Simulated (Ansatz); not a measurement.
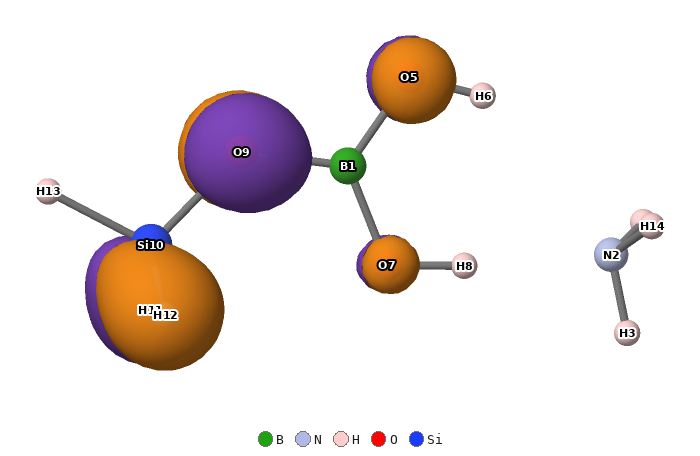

Figure 1: BH5O3Si···NH3. The HOMO at ±0.15 Å⁻³ᐟ² (orange and purple are the two phases), seen at a tilt.

All numbers below come from RKS CAM-B3LYP-D4/6-31G* in Ansatz.

Input file:

```
crystal:
  periodic: [false, false, false]
  atoms:
    - { symbol: B, position_ang: [-0.14192, 0.449535, -0.422111] }
    - { symbol: "N", position_ang: [-0.060006, -0.129013, 2.262817] }
    - { symbol: H, position_ang: [-0.703402, -0.196965, 3.042196] }
    - { symbol: H, position_ang: [0.87109, -0.312454, 2.62041] }
    - { symbol: O, position_ang: [1.153964, 0.037074, -0.548488] }
    - { symbol: H, position_ang: [1.227066, -0.850818, -0.92026] }
    - { symbol: O, position_ang: [-1.250349, -0.306043, -0.703117] }
    - { symbol: H, position_ang: [-1.094704, -1.251397, -0.596263] }
    - { symbol: O, position_ang: [-0.310604, 1.775347, -0.047428] }
    - { symbol: Si, position_ang: [-1.685347, 2.672695, 0.153508] }
    - { symbol: H, position_ang: [-2.880463, 2.039816, -0.451298] }
    - { symbol: H, position_ang: [-1.91547, 2.863136, 1.610626] }
    - { symbol: H, position_ang: [-1.474203, 4.004052, -0.467456] }
    - { symbol: H, position_ang: [-0.056352, 0.858134, 1.954965] }
basis:
  gaussian: { orbitals: "6-31G*" }
hamiltonian:
  xc: cam_b3lyp
  dispersion: d4
relax:
  f_tol: 0.03
  max_steps: 50
output:
  orbitals: {}
```

Run with:

```sh
ansatz run input.yaml --threads 4 --pin off --max-ram 5120MiB --backend cpu --events-out ev --progress --plain --runs-dir out
```

The fields are those of the run's last geometry, not of the input's.

Where does this orbital lie, and at what energy?

It lies mainly on O9 (about 40 %), Si10 (about 15 %), H11 (about 10 %), H12 (about 10 %) and O5 (about 10 %). Its energy is −9.49 eV.
